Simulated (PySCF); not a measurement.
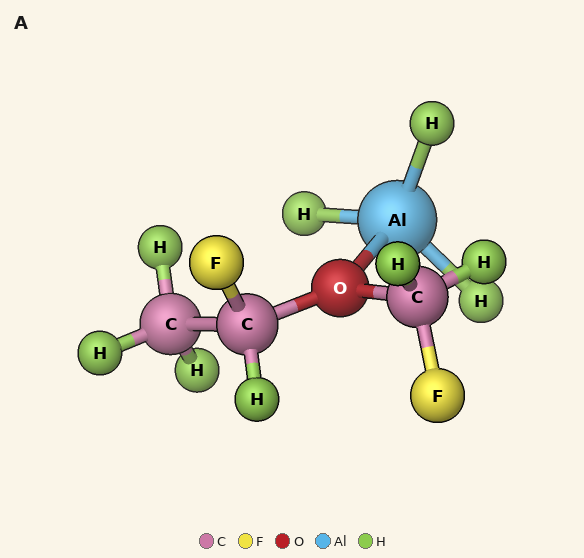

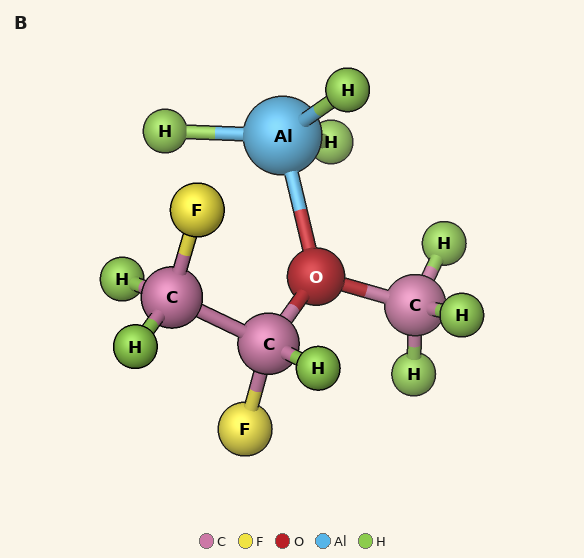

2 stationary structures of one formula. Geometries: GFN2-xTB. Electronic energies: PBE0/pcSseg-1 (PySCF 2.14.0), without zero-point energy. No frequency run is at hand to confirm each as a minimum. Each is one conformer, not always the lowest.

How are they related?

They are constitutional isomers of C3H9AlF2O: A `C[C@H](F)[O+]([AlH3-])CF`, B `C[O+]([AlH3-])[C@H](F)CF`.

Rank them by energy, lowest first.

A is lowest; B lies 0.361 eV above it.

The geometry is semi-empirical. Around Al such bond lengths and angles can be off by a tenth of an ångström or more and by several degrees, and values that hang on the shape move with them.
